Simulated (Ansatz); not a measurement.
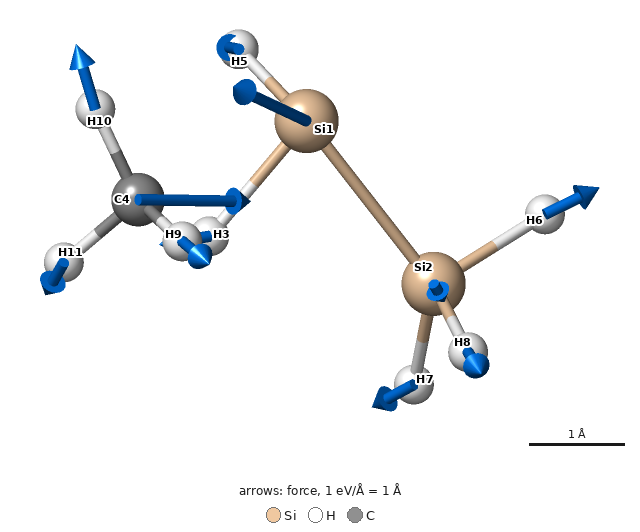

Starting geometry of CH8Si2 with the computed forces as blue arrows. Style: ball-and-stick. Shown at a tilt.

The reaction that was planned forms Si1–H3, Si1–C4 and breaks H3–C4 (atoms numbered from 1 in input order).

The calculation used Ansatz 0.2.0, RKS PBE0-D4/def2-SVP.

Input file:
```yaml
crystal:
  periodic: [false, false, false]
  atoms:
    - {symbol: Si, position_ang: [-0.852000, 0.512000, 0.490700]}
    - {symbol: Si, position_ang: [1.344100, 0.976900, 0.876000]}
    - {symbol: H, position_ang: [-0.104200, -0.028700, -0.826100]}
    - {symbol: C, position_ang: [-1.006600, -1.305800, -0.788200]}
    - {symbol: H, position_ang: [-1.595900, 1.449500, -0.377800]}
    - {symbol: H, position_ang: [1.237700, 2.057100, 1.863000]}
    - {symbol: H, position_ang: [2.419700, 1.423300, -0.027200]}
    - {symbol: H, position_ang: [1.885300, -0.218000, 1.529700]}
    - {symbol: H, position_ang: [-0.604800, -2.056300, -0.127700]}
    - {symbol: H, position_ang: [-2.083300, -1.332300, -0.816600]}
    - {symbol: H, position_ang: [-0.640200, -1.477700, -1.795800]}
basis:
  gaussian: {orbitals: def2-SVP}
hamiltonian: {xc: pbe0, dispersion: d4}
relax: {f_tol: 0.04, max_steps: 150, escape_saddle: false, constraints: [{distance: [0, 2]}, {distance: [0, 3]}, {distance: [2, 3]}]}
```

Launched with:
```bash
ansatz run in.yaml --threads 4 --pin off --events-out ev --progress --plain --max-ram 9574MiB
```

Question: Is this structure relaxed? If not, where do the atoms go?

Answer: It isn't relaxed: the largest force vector, on C4, is 1.55 eV/Å. The final displacements have little in common with the starting forces (cosine between the two patterns 0.13). The energy falls by 0.300 eV in 10 accepted moves (11 points after the start). The largest force component goes from 0.72 to 0.031 eV/Å. The line search rejected the trial step at point 9 of the run. H7 moves most after the best rigid fit: 0.61 Å. Largest moves by element: H 0.61 Å, Si 0.38 Å, C 0.09 Å. Near-neighbour distances that change, for instance: Si2–H3 2.451 → 1.967 Å, Si1–Si2 2.278 → 2.411 Å, Si1–H5 1.479 → 1.527 Å, Si2–H6 1.467 → 1.499 Å. Among the angles between lasting bonds that change: Si2–Si1–H5 117.1° → 94.2°, Si2–Si1–H3 76.0° → 54.3°, Si1–Si2–H7 131.4° → 121.3°. Cost: 10 s on 4 threads of Arm Neoverse V2 (shared host).
